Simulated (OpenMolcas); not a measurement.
**CH6NPSi (SMILES C1NP[SiH2]1): levels of theory compared**

Aim: a comparison of 6 runs (HF/3-21G, B3LYP/6-31G*, BLYP/def2-SVP, M06-2X/def2-SVP, PBE0/def2-SVP, revPBE/def2-SVP) of CH6NPSi. 

The calculation is run with OpenMolcas 26.06.

## (1) The molecule

CH6NPSi has 10 atoms, charge 0, and is taken as a singlet. SMILES: `C1NP[SiH2]1`. The coordinates come from a PBE0-D4/def2-TZVP relaxation.

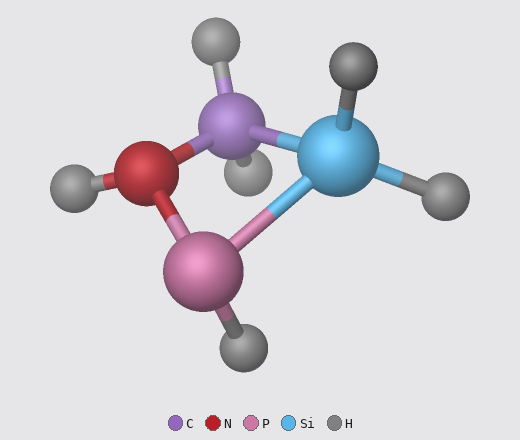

Viewed from a chosen angle; carbon purple, nitrogen red, phosphorus pink, silicon blue, hydrogen grey.

## (2) Energy and forces at HF/3-21G (run 1)

run.inp

```
* CH6NPSi Hartree-Fock
&gateway
baslib=$CurrDir
coord
10
angstrom
C       -0.518900       0.753700      -0.280300
N        0.388700       0.867200       0.865200
P        0.973900      -0.716000       1.275900
Si       0.382300      -0.797300      -0.907400
H       -0.525900       1.647300      -0.910700
H       -1.554200       0.512400       0.003600
H        0.126500       1.500500       1.609100
H       -0.253100      -1.393600       1.631500
H        1.493100      -0.499900      -1.848100
H       -0.429200      -1.925500      -1.435800
basis=3-21G
group=NoSym
&seward
&scf
thresholds=1e-10 1e-07 1e-07 1e-05
prorbitals=0
&alaska
```

The basis set 3-21G is read from a file made from the Basis Set Exchange's data (not shown).

On the command line:

```console
$ export MOLCAS_MEM=1860
$ pymolcas run.inp > run.log
```

The log of the run:

```text
--- Start Module: gateway ---
[...]
--- Stop Module: gateway /rc=_RC_ALL_IS_WELL_ ---
[...]
      Basis functions           56
[...]
--- Start Module: scf ---
[...]
       Convergence after  13 Iterations
[...]
::    Total SCF energy                               -721.6259281638
[...]
      Total spin, S                                     0.0000000000
[...]
      Total electronic charge=   48.000000
      Total            charge=   -0.000000
[...]
      Dipole Moment (debye):
      Origin of the operator (angstrom)=    0.4277   -0.2577    0.2410
                   X= -2.0073E+00               Y=  2.0821E-01               Z= -9.3356E-01           Total=  2.2236E+00
      Quadrupole Moment (debye*angstrom):
[...]
 *              Molecular gradients               *
 **************************************************
  Irreducible representation: a
 ------------------------------------------------------------------------------------------
                              X                       Y                       Z
 ------------------------------------------------------------------------------------------
  C1                2.12813740946753E-02   -1.58828356489309E-02    1.33856318900851E-02
  N2                1.13634296135951E-02   -2.70605196824665E-02   -2.10636845516288E-02
  P3               -1.61607445966183E-02    2.74256230312613E-02   -2.26759387543183E-02
  SI4              -5.33389386674754E-03    1.14127842293250E-02    3.40903501439414E-02
  H5               -7.07243586322792E-04    7.28447755509398E-03   -4.37922922221690E-03
  H6               -5.82159153320516E-03   -2.24608292687489E-03    4.74461717356989E-04
  H7               -5.31273559904122E-03    2.91272008570154E-05    7.23953685782552E-03
  H8                3.22657013526406E-04   -1.74359201667817E-03   -5.91517574472145E-03
[...]
```

It took 6.6 s on 1 thread of AMD EPYC 7R43 (Zen 3), shared host; peak memory 0.39 GiB.

## (3) Energy and gradient at B3LYP/6-31G(d) (Cartesian functions) (run 2)

mol.input

```
>>> EXPORT MOLCAS_PRINT=2
&gateway
baslib=$CurrDir
coord
10
angstrom
C       -0.518900       0.753700      -0.280300
N        0.388700       0.867200       0.865200
P        0.973900      -0.716000       1.275900
Si       0.382300      -0.797300      -0.907400
H       -0.525900       1.647300      -0.910700
H       -1.554200       0.512400       0.003600
H        0.126500       1.500500       1.609100
H       -0.253100      -1.393600       1.631500
H        1.493100      -0.499900      -1.848100
H       -0.429200      -1.925500      -1.435800
basis=6-31Gs
group=NoSym
&seward
gridinput
Grid=UltraFine
End of Grid
&scf
ksdft=B3LYP
thresholds=1e-10 1e-07 1e-07 1e-05
prorbitals=1
&alaska
```

The basis set 6-31G* is read from a file made from the Basis Set Exchange's data (not shown).

On the command line:

```console
$ export MOLCAS_MEM=1860
$ pymolcas mol.input > mol.log
```

The log of the run:

```text
--- Start Module: gateway ---
[...]
--- Stop Module: gateway /rc=_RC_ALL_IS_WELL_ ---
[...]
      Basis functions           80
[...]
--- Start Module: scf ---
[...]
       Convergence after  15 Iterations
[...]
::    Total KS-DFT energy                            -727.2781235766
[...]
      Total spin, S                                     0.0000000000
[...]
      Total electronic charge=   48.000000
      Total            charge=   -0.000000
[...]
      Dipole Moment (debye):
      Origin of the operator (angstrom)=    0.4277   -0.2577    0.2410
                   X= -1.6174E+00               Y=  5.1274E-01               Z= -4.7864E-01           Total=  1.7630E+00
      Quadrupole Moment (debye*angstrom):
[...]
 *              Molecular gradients               *
 **************************************************
  Irreducible representation: a
 ------------------------------------------------------------------------------------------
                              X                       Y                       Z
 ------------------------------------------------------------------------------------------
  C1                3.91565728640053E-03   -2.27845572224883E-03    2.50106328229860E-03
  N2               -2.72053789044069E-03   -8.69860270864642E-03    1.04242875981075E-03
  P3               -5.19606959929142E-03    8.87950807675608E-03   -6.48693347891083E-03
  SI4              -2.74366132428888E-03    4.15883016029817E-03    7.53334693877683E-03
  H5                5.00094017024721E-04   -1.97368623254635E-03    1.03932131879958E-03
  H6                2.88290490443543E-03   -2.02967269351761E-04   -4.21248992010681E-04
  H7                1.63622020428567E-03   -3.36736369956236E-03   -3.91988404074661E-03
  H8                1.52544838133428E-03    2.41403829119369E-03   -2.41144759964418E-03
[...]
```

It took 71 s on 1 thread of AMD EPYC 7R43 (Zen 3), shared host; peak memory 0.44 GiB.

Runs 3 to 4 aren't shown in full; the table further down has their settings and results.

## (4) Energy and gradient at PBE0/def2-SVP (run 5)

calc.input

```
* CH6NPSi Kohn-Sham DFT

&GATEWAY
  BasLib = $CurrDir
  Coord
  10
  bohr
  C     -0.98057889     1.42428658    -0.52969023
  N      0.73453654     1.63877050     1.63499104
  P      1.84040427    -1.35304391     2.41110156
  Si     0.72244230    -1.50667864    -1.71473749
  H     -0.99380697     3.11294585    -1.72097358
  H     -2.93701234     0.96829567     0.00680301
  H      0.23905035     2.83553405     3.04075831
  H     -0.47828968    -2.63352233     3.08308817
  H      2.82155008    -0.94467409    -3.49240285
  H     -0.81107045    -3.63866765    -2.71326877
  Basis = def2-SVP
  Group = NoSym

&SEWARD
  GridInput
  Grid=UltraFine
  End of Grid

&SCF
  KSDFT = PBE0
  Thresholds = 1e-10 1e-07 1e-07 1e-05
  PrOrbitals = 1 2

&ALASKA
```

The basis set def2-SVP is read from a file made from the Basis Set Exchange's data (not shown).

On the command line:

```console
$ export MOLCAS_MEM=1860
$ pymolcas calc.input > calc.log
```

The log of the run:

```text
--- Start Module: gateway ---
[...]
--- Stop Module: gateway /rc=_RC_ALL_IS_WELL_ ---
[...]
      Basis functions           94
[...]
--- Start Module: scf ---
[...]
       Convergence after  16 Iterations
[...]
::    Total KS-DFT energy                            -726.6499931565
[...]
      Total spin, S                                     0.0000000000
[...]
      Total electronic charge=   48.000000
      Total            charge=   -0.000000
[...]
      Dipole Moment (debye):
      Origin of the operator (angstrom)=    0.4277   -0.2577    0.2410
                   X= -1.5666E+00               Y=  4.9963E-01               Z= -4.3769E-01           Total=  1.7016E+00
      Quadrupole Moment (debye*angstrom):
[...]
 *              Molecular gradients               *
 **************************************************
  Irreducible representation: a
 ------------------------------------------------------------------------------------------
                              X                       Y                       Z
 ------------------------------------------------------------------------------------------
  C1               -5.97296322780316E-03    2.16064238336422E-04   -5.00939360559949E-03
  N2                2.60461379477750E-03   -1.26191535204434E-03    6.73570373788568E-03
  P3               -6.71894876464130E-03    4.60473172742404E-03   -3.94095263534666E-03
  SI4              -3.97829867248400E-04    6.38906776966763E-04    2.22382335262417E-03
  H5                6.65180906350260E-04   -5.10064854925041E-03    4.18173615466388E-03
  H6                6.39114247265038E-03    1.23950875753231E-03   -9.93236192295188E-04
  H7                7.81650596743733E-04   -4.32993779207802E-03   -4.04500236745520E-03
  H8                3.25277281943404E-03    2.27163724133916E-03   -1.38743092213756E-03
[...]
```

Run time: 91 s. Hardware: 1 thread of AMD EPYC 7R43 (Zen 3), shared host; peak memory 0.52 GiB.

## (5) Energy and forces at revPBE/def2-SVP (run 6)

run.input

```
&GATEWAY
BasLib
$CurrDir
Coord
10
angstrom
C       -0.518900       0.753700      -0.280300
N        0.388700       0.867200       0.865200
P        0.973900      -0.716000       1.275900
Si       0.382300      -0.797300      -0.907400
H       -0.525900       1.647300      -0.910700
H       -1.554200       0.512400       0.003600
H        0.126500       1.500500       1.609100
H       -0.253100      -1.393600       1.631500
H        1.493100      -0.499900      -1.848100
H       -0.429200      -1.925500      -1.435800
Basis
def2-SVP
Group
NoSym
&SEWARD
GridInput
Grid=UltraFine
End of Grid
&SCF
KSDFT
revPBE
Thresholds
1e-10 1e-07 1e-07 1e-05
PrOrbitals
1 2
&ALASKA
```

The basis set def2-SVP is read from a file made from the Basis Set Exchange's data (not shown).

On the command line:

```console
$ export MOLCAS_MEM=1860
$ pymolcas run.input > run.log
```

The log of the run:

```text
--- Start Module: gateway ---
[...]
--- Stop Module: gateway /rc=_RC_ALL_IS_WELL_ ---
[...]
      Basis functions           94
[...]
--- Start Module: scf ---
[...]
       Convergence after  15 Iterations
[...]
::    Total KS-DFT energy                            -726.8562162972
[...]
      Total spin, S                                     0.0000000000
[...]
      Total electronic charge=   48.000000
      Total            charge=   -0.000000
[...]
      Dipole Moment (debye):
      Origin of the operator (angstrom)=    0.4277   -0.2577    0.2410
                   X= -1.4724E+00               Y=  6.1682E-01               Z= -3.5507E-01           Total=  1.6354E+00
      Quadrupole Moment (debye*angstrom):
[...]
 *              Molecular gradients               *
 **************************************************
  Irreducible representation: a
 ------------------------------------------------------------------------------------------
                              X                       Y                       Z
 ------------------------------------------------------------------------------------------
  C1               -2.58080885890077E-03   -1.07813500799292E-03   -1.57197712115531E-03
  N2               -3.13549002020785E-03   -6.62398843914502E-03    7.66287352627293E-03
  P3               -1.62555280027910E-02    1.04354786478229E-02   -1.08100509497788E-02
  SI4              -9.84766174126017E-04    4.20693019968965E-03    5.38864073914525E-03
  H5                1.19529311774463E-03   -1.00617072575941E-02    7.72456581732905E-03
  H6                1.24196991780821E-02    2.44613176936936E-03   -1.86420122908060E-03
  H7                2.72333034334626E-03   -9.46357356950411E-03   -1.02116390783724E-02
  H8                8.04999234820958E-03    6.09753901458232E-03   -2.91700423425811E-03
[...]
```

It took 80 s on 1 thread of AMD EPYC 7R43 (Zen 3), shared host; peak memory 0.52 GiB.

## (6) Overview of the runs

| run | level | Cartesian functions | integration grid | energy (Eh) | dipole moment (D) | HOMO energy (eV) | LUMO energy (eV) | wall time |
| --- | --- | --- | --- | --- | --- | --- | --- | --- |
| 1 | HF/3-21G | no | – | -721.625928 | 2.22 | -9.34 | 3.02 | 6.6 s |
| 2 | B3LYP/6-31G* (Cartesian functions) | yes | UltraFine | -727.278124 | 1.76 | -6.19 | -0.31 | 71 s |
| 3 | BLYP/def2-SVP | no | UltraFine | -726.948047 | 1.48 | -5.04 | -0.67 | 84 s |
| 4 | M06-2X/def2-SVP | no | UltraFine | -726.926049 | 1.62 | -7.70 | 0.83 | 90 s |
| 5 | PBE0/def2-SVP | no | UltraFine | -726.649993 | 1.70 | -6.53 | 0.01 | 91 s |
| 6 | revPBE/def2-SVP | no | UltraFine | -726.856216 | 1.64 | -5.19 | -0.79 | 80 s |

## (7) Outcome

| quantity | value |
| --- | --- |
| run 6: total energy | -726.85622 Eh |
| run 6: dipole moment | 1.64 D |
| run 6: HOMO energy | -5.19 eV |
| run 6: LUMO energy | -0.79 eV |
| run 6: HOMO–LUMO gap | 4.39 eV |
| run 6: largest force on an atom | 1.138 eV/Å |

In words: The dipole moment (its size) runs from 1.48 D (BLYP/def2-SVP) to 2.22 D (HF/3-21G). The two ends differ in method and basis. The HOMO–LUMO gap runs from 4.37 eV (BLYP/def2-SVP) to 12.36 eV (HF/3-21G). Totals of different functionals can't be ranked against each other. All runs together took 7 min, the longest 91 s.
